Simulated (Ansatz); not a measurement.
Start from La₂O₃ (space group P-3m1, No. 164; a = 3.9404 Å, c = 6.1883 Å).

It is then changed as follows: 0.250 electrons added to each cell, a density of 3.0×10^21 cm⁻³, with a uniform compensating background at fixed cell and a 300 K Fermi–Dirac width.

The values are results of PBE (Ansatz, a first-principles code), no spin-orbit coupling, earlier PAW set, not measurements.

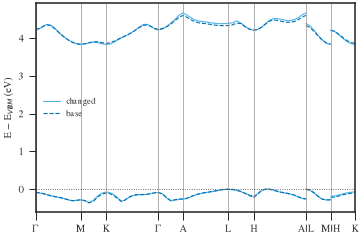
*Highest valence and lowest conduction band along the path, each from its own valence-band maximum*

The gap is 3.83 eV, indirect, H–A (29 % along) → K; the base has 3.83 eV.

Carriers are added with a uniform compensating background; total energy and stress of such cells depend on the potential's zero and are not compared; many-body gap narrowing is missing at this level. Semilocal Kohn–Sham gaps tend to fall short of experiment. Stability against distortions was not tested.
